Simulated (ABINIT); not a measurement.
# K2LiAlH6 (Fm-3m): G0W0 with ABINIT, start to end

Aim: the G0W0 gap of K2LiAlH6 (Fm-3m) on LDA, step by step.

Program: ABINIT 10.8.3. Level of theory: LDA and many-body steps on it, plane waves. Results are calculated unless marked as measured.

## 1. The starting structure

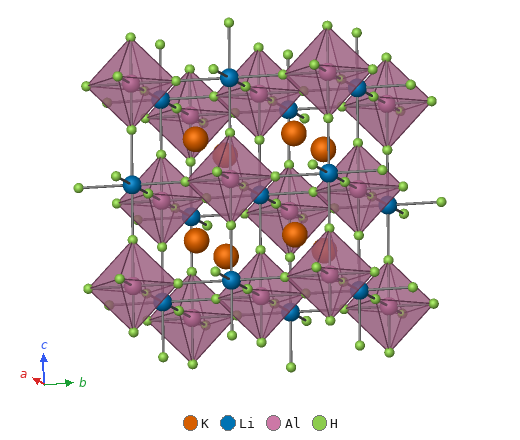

The cell as given, slightly off an axis (potassium orange, lithium blue, aluminium pink, hydrogen green). This picture shows the conventional cell, with its axes. Some periodic images of atoms are drawn too.

The cell and positions are those that the Materials Project relaxed with its own functionals (PBE, PBE+U or r2SCAN), kept fixed.

## 2. Ground state

This step: ABINIT 10.8.3; DFT, LDA, plane waves, norm-conserving pseudopotentials.

The ground-state density comes first.

Contents of run.abi:

```
acell 3*1.0 Angstrom
rprim 
  -0.000000000000 3.880349530400 3.880349530400
  3.880349530400 0.000000000000 3.880349530400
  3.880349530400 3.880349530400 0.000000000000
ntypat 4
znucl 19 3 13 1
natom 10
typat 1 1 2 3 4 4 4 4 4 4
xred 
  0.750000000000 0.750000000000 0.750000000000
  0.250000000000 0.250000000000 0.250000000000
  0.500000000000 0.500000000000 0.500000000000
  0.000000000000 -0.000000000000 -0.000000000000
  0.772107360000 0.227892640000 0.227892640000
  0.772107360000 0.227892640000 0.772107360000
  0.227892640000 0.772107360000 0.772107360000
  0.227892640000 0.772107360000 0.227892640000
  0.227892640000 0.227892640000 0.772107360000
  0.772107360000 0.772107360000 0.227892640000
pp_dirpath "pseudos"
pseudos "K.upf, Li.upf, Al.upf, H.upf"
ecut 33
ngkpt 6 6 6
nshiftk 1
shiftk 0 0 0
kptopt 1
chksymbreak 0
nband 24
occopt 1
tolvrs 1e-10
nstep 60
prtwf 0
optforces 0
optstress 0
indata_prefix "in"
outdata_prefix "out"
tmpdata_prefix "tmp"
```

Command:

```
> OMP_NUM_THREADS=1 mpirun -n 4 abinit run.abi > log
```

Numbers of over 12 decimals in the logs are rounded to 6 here.

Output:

```text
.Version 10.8.3 of ABINIT. v10.8.2 released Aug 2026.

 Symmetries : space group Fm -3 m (#225); Bravais cF (face-center cubic)
================================================================================
 Values of the parameters that define the memory need of the present run
     intxc =       0    ionmov =       0      iscf =       7    lmnmax =       6
     lnmax =       6     mgfft =      54  mpssoang =       3    mqgrid =    3001
     natom =      10  nloc_mem =       1    nspden =       1   nspinor =       1
    nsppol =       1      nsym =      48    n1xccc =    2501    ntypat =       4
    occopt =       1   xclevel =       1
-    mband =          24        mffmem =           1         mkmem =           4
       mpw =        7169          nfft =      157464          nkpt =          16
================================================================================
  Rough estimation (10% accuracy) of disk space for files :
================================================================================

--------------------------------------------------------------------------------
------------- Echo of variables that govern the present computation ------------
--------------------------------------------------------------------------------
 -outvars: echo values of preprocessed input variables --------
            acell      1.8897261259E+00  1.8897261259E+00  1.8897261259E+00 Bohr

      chksymbreak           0
             ecut      3.30000000E+01 Hartree
-          fftalg         312

              ixc       -1012
              kpt      0.00000000E+00  0.00000000E+00  0.00000000E+00
                       1.66666667E-01  0.00000000E+00  0.00000000E+00
                       3.33333333E-01  0.00000000E+00  0.00000000E+00
                       5.00000000E-01  0.00000000E+00  0.00000000E+00
                       1.66666667E-01  1.66666667E-01  0.00000000E+00
                       3.33333333E-01  1.66666667E-01  0.00000000E+00
                       5.00000000E-01  1.66666667E-01  0.00000000E+00
                      -3.33333333E-01  1.66666667E-01  0.00000000E+00
                      -1.66666667E-01  1.66666667E-01  0.00000000E+00
   [... 5 further rows ...]
                      -3.33333333E-01  3.33333333E-01  1.66666667E-01
                      -3.33333333E-01  5.00000000E-01  1.66666667E-01
         kptrlatt        6    0    0      0    6    0      0    0    6
          kptrlen      6.22208533E+01
P           mkmem           4
            natom          10
            nband          24
            ngfft          54      54      54
             nkpt          16
            nstep          60
             nsym          48
           ntypat           4
              occ      2.000000  2.000000  2.000000  2.000000  2.000000  2.000000
                       2.000000  2.000000  2.000000  2.000000  2.000000  2.000000
                       2.000000  2.000000  2.000000  0.000000  0.000000  0.000000
                       0.000000  0.000000  0.000000  0.000000  0.000000  0.000000
        optforces           0
        optstress           0
            prtwf           0
            rprim     -0.0000000000E+00  3.8803495304E+00  3.8803495304E+00
[...]
spgroup         225

           tolvrs      1.00000000E-10

             xred      7.5000000000E-01  7.5000000000E-01  7.5000000000E-01
[...]
znucl       19.00000    3.00000   13.00000    1.00000

================================================================================

 chkinp: Checking input parameters for consistency.

================================================================================
== DATASET  1 ==================================================================
-   mpi_nproc: 4, omp_nthreads: 1 (-1 if OMP is not activated)

--- !DatasetInfo
iteration_state: {dtset: 1, }
dimensions: {natom: 10, nkpt: 16, mband: 24, nsppol: 1, nspinor: 1, nspden: 1, mpw: 7169, }
cutoff_energies: {ecut:  33.0, pawecutdg:  -1.0, }
electrons: {nelect:   3.00000000E+01, charge:   0.00000000E+00, occopt:   1.00000000E+00, tsmear:   1.00000000E-02, }

 Real(R)+Recip(G) space primitive vectors, cartesian coordinates (Bohr,Bohr^-1):
 R(1)=  0.0000000  7.3327979  7.3327979  G(1)= -0.0681868  0.0681868  0.0681868
 R(2)=  7.3327979  0.0000000  7.3327979  G(2)=  0.0681868 -0.0681868  0.0681868
 R(3)=  7.3327979  7.3327979  0.0000000  G(3)=  0.0681868  0.0681868 -0.0681868
 Unit cell volume ucvol=  7.8856798E+02 bohr^3
 Angles (23,13,12)=  6.00000000E+01  6.00000000E+01  6.00000000E+01 degrees

 getcut: wavevector=  0.0000  0.0000  0.0000  ngfft=  54  54  54
         ecut(hartree)=     33.000   => boxcut(ratio)=   2.01435

--- Pseudopotential description ------------------------------------------------
- K Generated using ONCVPSP code by D. R. Hamann
- 19.00000   9.00000  180309                  znucl, zion, pspdat
12 -1012 2 -1 2170                            pspcod,pspxc,lmax,lloc,mmax
     nproj     2     2     2
  pspatm : epsatm=    8.21740868
         --- l  ekb(1:nproj) -->
[...]
pspatm: atomic psp has been read  and splines computed

- Li Generated using ONCVPSP code by D. R. Hamann
-  3.00000   3.00000  180309                  znucl, zion, pspdat
12 -1012 1 -1 1944                            pspcod,pspxc,lmax,lloc,mmax
     nproj     2     2     0
[...]
12 -1012 2 -1 1854                            pspcod,pspxc,lmax,lloc,mmax
     nproj     2     2     2
  pspatm : epsatm=    0.57439143
         --- l  ekb(1:nproj) -->
[...]
pspatm: atomic psp has been read  and splines computed

- H Generated using ONCVPSP code by D. R. Hamann
-  1.00000   1.00000  180309                  znucl, zion, pspdat
12 -1012 1 -1 1180                            pspcod,pspxc,lmax,lloc,mmax
     nproj     2     1     0
  pspatm : epsatm=    0.35439867
         --- l  ekb(1:nproj) -->
[...]
1   -0.275071
 pspatm: atomic psp has been read  and splines computed

   6.52492599E+02                                ecore*ucvol(ha*bohr**3)
--------------------------------------------------------------------------------

_setup2: Arith. and geom. avg. npw (full set) are    7141.634    7141.626

================================================================================

--- !BeginCycle
iteration_state: {dtset: 1, }
solver: {iscf: 7, nstep: 60, nline: 4, wfoptalg: 0, }
tolerances: {tolvrs: 1.00E-10, }

     iter   Etot(hartree)      deltaE(h)  residm     vres2
 ETOT  1  -72.799993934388    -7.280E+01 4.508E-02 4.330E+02
 ETOT  2  -72.885244662283    -8.525E-02 1.078E-02 6.674E+00
 ETOT  3  -72.885533958241    -2.893E-04 6.821E-03 1.319E+00
 ETOT  4  -72.885606689692    -7.273E-05 2.593E-03 3.814E-02
 ETOT  5  -72.885610186203    -3.497E-06 2.306E-03 4.760E-03
 ETOT  6  -72.885610495350    -3.091E-07 7.498E-04 1.971E-05
 ETOT  7  -72.885610497872    -2.521E-09 5.507E-04 5.313E-07
 ETOT  8  -72.885610497972    -9.986E-11 2.228E-04 2.384E-08
 ETOT  9  -72.885610497970     1.677E-12 1.266E-04 3.658E-10
 ETOT 10  -72.885610497972    -2.117E-12 1.086E-04 4.194E-12

 At SCF step   10       vres2   =  4.19E-12 < tolvrs=  1.00E-10 =>converged.

--- !ResultsGS
iteration_state: {dtset: 1, }
comment   : Summary of ground state results
lattice_vectors:
- [ -0.0000000,   7.3327979,   7.3327979, ]
- [  7.3327979,   0.0000000,   7.3327979, ]
- [  7.3327979,   7.3327979,   0.0000000, ]
lattice_lengths: [  10.37014,   10.37014,   10.37014, ]
lattice_angles: [ 60.000,  60.000,  60.000, ] # degrees, (23, 13, 12)
lattice_volume:   7.8856798E+02
convergence: {deltae: -2.117E-12, res2:  4.194E-12, residm:  1.086E-04, diffor:  0.000E+00, }
etotal    :  -7.28856105E+01
entropy   :   0.00000000E+00
fermie    :   8.08655080E-02
cartesian_stress_tensor: null
pressure_GPa: null
xred      :
- [  7.5000E-01,   7.5000E-01,   7.5000E-01,  K]
- [  2.5000E-01,   2.5000E-01,   2.5000E-01,  K]
- [  5.0000E-01,   5.0000E-01,   5.0000E-01, Li]
- [  0.0000E+00,   0.0000E+00,   0.0000E+00, Al]
- [  7.7211E-01,   2.2789E-01,   2.2789E-01,  H]
- [  7.7211E-01,   2.2789E-01,   7.7211E-01,  H]
- [  2.2789E-01,   7.7211E-01,   7.7211E-01,  H]
- [  2.2789E-01,   7.7211E-01,   2.2789E-01,  H]
- [  2.2789E-01,   2.2789E-01,   7.7211E-01,  H]
- [  7.7211E-01,   7.7211E-01,   2.2789E-01,  H]
cartesian_forces: null
force_length_stats: {min: null, max: null, mean: null, }

 Integrated electronic density in atomic spheres:
 ------------------------------------------------
 Atom  Sphere_radius  Integrated_density
[...]
================================================================================

 ----iterations are completed or convergence reached----

 Mean square residual over all n,k,spin=   93.285E-08; max=  10.865E-05
 reduced coordinates (array xred) for   10 atoms
[...]
0.772107360000      0.227892640000      0.772107360000
       0.227892640000      0.772107360000      0.772107360000
       0.227892640000      0.772107360000      0.227892640000
       0.227892640000      0.227892640000      0.772107360000
       0.772107360000      0.772107360000      0.227892640000
 rms dE/dt=  0.0000E+00; max dE/dt=  0.0000E+00; dE/dt below (all hartree)
    1       0.000000000000      0.000000000000      0.000000000000
    2       0.000000000000      0.000000000000      0.000000000000
    3       0.000000000000      0.000000000000      0.000000000000
    4       0.000000000000      0.000000000000      0.000000000000
    5       0.000000000000      0.000000000000      0.000000000000
    6       0.000000000000      0.000000000000      0.000000000000
    7       0.000000000000      0.000000000000      0.000000000000
    8       0.000000000000      0.000000000000      0.000000000000
    9       0.000000000000      0.000000000000      0.000000000000
   10       0.000000000000      0.000000000000      0.000000000000

 cartesian coordinates (angstrom) at end:
[...]
6      3.880350     5.992093     3.880350
    7      5.992093     3.880350     3.880350
    8      3.880350     1.768606     3.880350
    9      3.880350     3.880350     1.768606
   10      3.880350     3.880350     5.992093
 length scales=  1.889726125908  1.889726125908  1.889726125908 bohr
              =  1.000000000000  1.000000000000  1.000000000000 angstroms
 prteigrs : about to open file out_EIG
 Fermi (or HOMO) energy (hartree) =   0.08087   Average Vxc (hartree)=  -0.32890
 Eigenvalues (hartree) for nkpt=  16  k points:
 kpt#   1, nband= 24, wtk=  0.00463, kpt=  0.0000  0.0000  0.0000 (reduced coord)
  -1.54991   -0.97939   -0.97726   -0.38517   -0.38517   -0.38517   -0.37803   -0.37803
  -0.37803   -0.17227   -0.02700   -0.02700   -0.02700    0.05986    0.05986    0.16004
   0.26981    0.26981    0.26981    0.29146    0.29146    0.29146    0.37182    0.37190
 prteigrs : prtvol=0 or 1, do not print more k-points.

--- !EnergyTerms
iteration_state     : {dtset: 1, }
comment             : Components of total free energy in Hartree
kinetic             :  2.98856632056695E+01
hartree             :  1.54514037909916E+01
xc                  : -1.72556833283565E+01
Ewald energy        : -4.68009252433050E+01
psp_core            :  8.27439883161490E-01
local_psp           : -5.89489067032402E+01
non_local_psp       :  3.95539789710725E+00
total_energy        : -7.28856104979720E+01
total_energy_eV     : -1.98331849903444E+03
band_energy         : -1.18961083791519E+01

== END DATASET(S) ==============================================================
================================================================================

 -outvars: echo values of variables after computation  --------
           etotal     -7.2885610498E+01
            nband          24
             nkpt          16
          spgroup         225
 [... the other variables as echoed above ...]

 Calculation completed.
```

It took 54 s on 4 MPI ranks of Arm Neoverse N1, shared host; peak memory 0.44 GiB; 3.5 min of CPU time.

Numbers from this step:

```
total energy               : -1983.3185 eV
gap                        : 2.154 eV
k of the valence top       : 0.5, 0.5, 0
k of the conduction bottom : 0, 0, 0
least direct gap           : 2.726 eV
```

The gap is indirect, with the least direct gap 0.57 eV higher.

(Part 1 of 3 ends here.)

[Paths, hosts, dates, memory and timing lines, banners, echoed tables and standing remarks are left out of the program output.]

[Logs are printed without paths, hosts, clocks, repeated set-up lines and the standing remarks that a program may print on its own settings, such as how far it seeks lower states.]

[Runs of the session that timed out or met a known fault of the program may be left out.]

[Hosts, paths, dates, database ids (printed as entryN), source tags and the programs' standing remarks are cut or masked in the printed files.]

[G0W0 gaps are taken among the corrected bands and points alone; a level outside them can change the order at an edge.]

[Where Ansatz stands beside ABINIT at settings called matched, ABINIT's density can come from a denser mesh and the files from another edition; pairs whose starting gaps differed by over 0.03 eV were left out, so agreement reads better than it is.]
